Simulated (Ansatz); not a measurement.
**C₂H₁₀N₂Si₂ (SMILES NC(=C[SiH3])N[SiH3]): density, localisation and related maps**

Input

```
crystal:
  periodic: [false, false, false]
  atoms:
    - { symbol: "N", position_ang: [-0.6918, -1.1965, -1.3199] }
    - { symbol: C, position_ang: [-0.3531, -0.376, -0.2749] }
    - { symbol: C, position_ang: [-1.14219, -0.2306, 0.7742] }
    - { symbol: Si, position_ang: [-2.8138, -0.99181, 1.25819] }
    - { symbol: "N", position_ang: [0.81978, 0.2872, -0.42876] }
    - { symbol: Si, position_ang: [1.79379, 1.32149, 0.5208] }
    - { symbol: H, position_ang: [-1.2018, -1.9779, -1.0007] }
    - { symbol: H, position_ang: [0.0584, -1.4043, -1.955] }
    - { symbol: H, position_ang: [-0.87462, 0.5299, 1.5881] }
    - { symbol: H, position_ang: [-3.63576, 0.00045, 1.88626] }
    - { symbol: H, position_ang: [-2.51328, -2.11791, 2.16161] }
    - { symbol: H, position_ang: [-3.44415, -1.4973, 0.02016] }
    - { symbol: H, position_ang: [1.46146, -0.2488, -1.06551] }
    - { symbol: H, position_ang: [2.52955, 0.52303, 1.52848] }
    - { symbol: H, position_ang: [0.93845, 2.36861, 1.1305] }
    - { symbol: H, position_ang: [2.78673, 1.95681, -0.37066] }
basis:
  gaussian: { orbitals: cc-pVDZ }
hamiltonian:
  xc: b3lyp
  dispersion: d4
relax:
  f_tol: 0.015
  max_steps: 40
output:
  orbitals: {}
```

Run with:

```sh
ansatz run input.yaml --threads 2 --pin off --max-ram 3072MiB --backend cpu --events-out ev --progress --plain --runs-dir out
```

The fields are those of the relaxed geometry.

These are results of Ansatz 0.2.0, RKS B3LYP-D4/cc-pVDZ, not measurements.

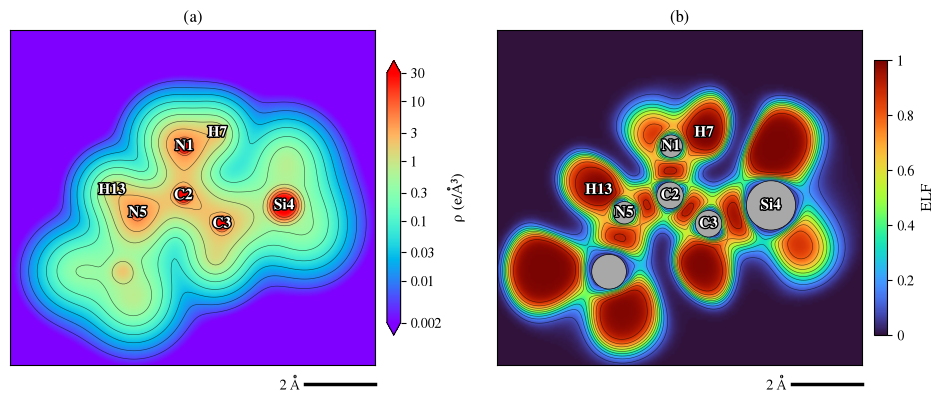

Figure 1. (a) electron density; (b) ELF on the plane of atoms C2, N1 and H7. Grey discs cover the atomic cores in the ELF map.

**Interpret the plot.**

- Atoms in the plane: N, C, Si and H.
- C–C (1.37 Å): ρ is about 2.1 e/Å³ halfway; the ELF peaks at about 0.95 between the atoms (a covalent bond).
- C–N (1.39 Å): ρ at the midpoint is about 2.1 e/Å³; the ELF peaks at about 0.90 between the atoms, as expected for a covalent bond.
- C–Si (1.85 Å): the density is about 0.94 e/Å³ at the midpoint; the ELF peaks at about 0.95 between the atoms: localised, covalent bonding.
- N–H (1.02 Å): the density is about 2.8 e/Å³ at the midpoint; the ELF climbs to about 1 towards the hydrogen, as it does in any bond to H; an ordinary covalent bond to hydrogen.

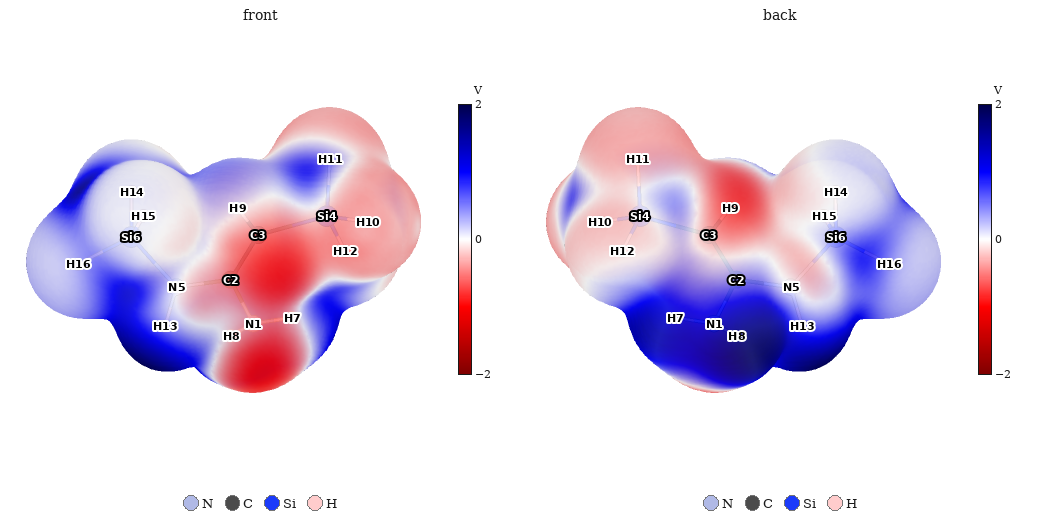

Figure 2. The electrostatic potential painted on the density surface at 0.002 e/bohr³, seen from the front and from behind; the colour scale runs from red (negative) to blue (positive).

**Which sites attract a positive test charge, and which a negative one?**

A positive charge is drawn to the negative regions and a negative charge to the positive ones. The most negative region (about −1.0 V) lies over N1 and C3, the most positive (about +1.9 V) over H8 and H13.

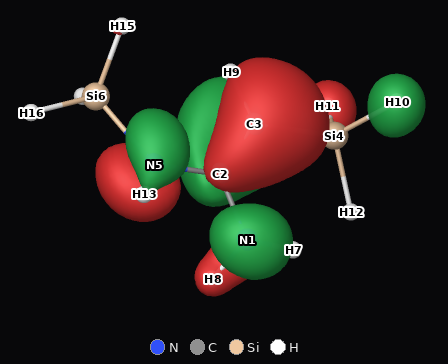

Figure 3. The HOMO at ±0.1 Å⁻³ᐟ² (green and red are the two phases), seen at a tilt.

**Describe this orbital and give its energy.**

Its weight (Hirshfeld) is mainly on C3 (about 40 %), C2 (about 15 %), N5 (about 10 %) and N1 (about 10 %). Its energy is −5.61 eV.
